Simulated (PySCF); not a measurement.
# B2O3 (boron oxide): CAM-B3LYP/6-31G(d) (spherical functions)

What is the vertical ionisation energy of B2O3 (boron oxide) at CAM-B3LYP/6-31G* (spherical functions)? 

The calculation is run with PySCF 2.14.0.

## Step 1: The system as given

The species is B2O3 (5 atoms), meant as a singlet with charge 0. SMILES: `O=BOB=O`. Geometry: relaxed at GFN2-xTB.

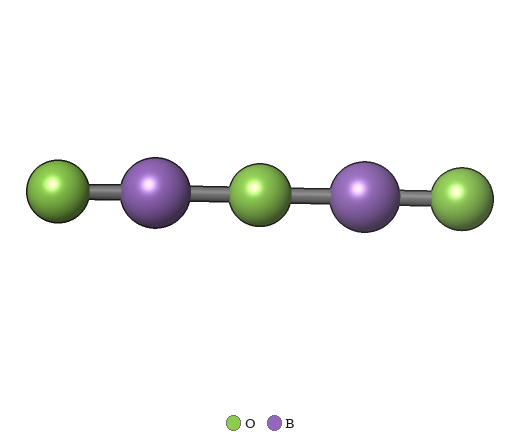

Viewed from a chosen angle; oxygen green, boron purple.

## Step 2: A single-point energy at CAM-B3LYP/6-31G(d) (spherical functions)

Input file input.py:

```python
# boron oxide (B2O3)
from pyscf import gto, dft

mol = gto.Mole()
mol.atom = [
    ('O', (-0.951530, 0.213240, -2.280750)),
    ('B', (-0.493950, 0.113000, -1.181890)),
    ('O', (-0.000100, 0.000590, 0.000160)),
    ('B', (0.493420, -0.108740, 1.182470)),
    ('O', (0.952160, -0.218090, 2.280010)),
]
mol.verbose = 3
mol.max_memory = 1860
mol.spin = 0
mol.basis = '6-31g*'
mol.charge = 0
mol.build()

mf = dft.RKS(mol, xc='cam-b3lyp')
mf.grids.level = 1
mf.conv_tol = 1e-10
mf.kernel()
if not mf.converged:
    mf = mf.newton().run(mf.mo_coeff, mf.mo_occ)

e_tot = mf.e_tot
print('Final energy', e_tot)
```

Launch:

```console
$ OMP_NUM_THREADS=1 python input.py
```

What it wrote:

```text
converged SCF energy = -275.423115189333
Final energy -275.4231151893334
```

It took 6.6 s on 1 thread of Arm Neoverse V1, shared host; peak memory 0.2 GiB.

## Step 3: The doublet cation

Input file calc.py:

```python
from pyscf import gto, dft

molecule = gto.M(
    atom='''
O     -1.798131     0.402965    -4.309993
B     -0.933430     0.213539    -2.233448
O     -0.000189     0.001115     0.000302
B      0.932429    -0.205489     2.234544
O      1.799322    -0.412130     4.308594
''',
    basis='6-31g*',
    unit='bohr',
    max_memory=1860,
    charge=1,
    spin=1,
    verbose=3,
)

calc0 = dft.UKS(molecule)
calc0.xc = 'cam-b3lyp'
calc0.conv_tol = 1e-10
calc0.grids.level = 1
calc0.kernel()
if not calc0.converged:
    calc0 = calc0.newton().run(calc0.mo_coeff, calc0.mo_occ)

etot = calc0.e_tot
print('Final energy', etot)
```

Launch:

```console
$ OMP_NUM_THREADS=1 python calc.py
```

What it wrote:

```text
converged SCF energy = -274.961820922862  <S^2> = 0.78579586  2S+1 = 2.0354811
Final energy -274.9618209228624
```

Wall time 9 s (1 thread of Arm Neoverse V1, shared host); peak memory 0.21 GiB.

## Step 4: Outcome

At CAM-B3LYP/6-31G* (spherical functions):

```
                                          quantity          value
                        singlet B2O3: total energy  -275.42312 Eh
                       singlet B2O3: dipole moment         0.03 D
                         singlet B2O3: HOMO energy      -11.21 eV
                         singlet B2O3: LUMO energy        1.35 eV
                       singlet B2O3: HOMO–LUMO gap       12.57 eV
                      doublet cation: total energy  -274.96182 Eh
doublet cation: HOMO energy (highest over α and β)      -17.32 eV
 doublet cation: LUMO energy (lowest over α and β)      -13.89 eV
                              doublet cation: ⟨S²⟩          0.786
vertical ionisation energy (to the doublet cation)      12.552 eV
```

In words: The vertical ionisation energy comes to 12.55 eV (289 kcal/mol). The negative HOMO energy of the first species, 11.21 eV, lies 1.34 eV below that difference. Mulliken charges (singlet B2O3) run from -0.30 on O5 to +0.40 on B2.
